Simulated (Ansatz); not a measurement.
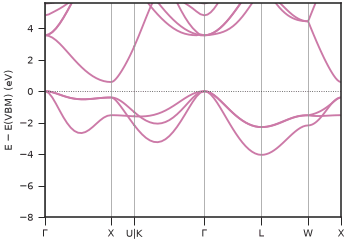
Figure: Band structure from plane-wave PAW r²SCAN (Ansatz code)

### Question
Read off the gap and where the band edges lie.

### Answer
About 0.6 eV (0.58 eV by a search for the band edges); maximum at Γ, minimum at X.

The material is YN (rock salt, space group No. 225).

Space group Fm-3m (rock salt). The cell was relaxed with r²SCAN under the symmetry of its start. The run is not spin-polarised. Spin–orbit coupling is left out wherever it is not named.

Potentials: the later of the program's two PAW sets.
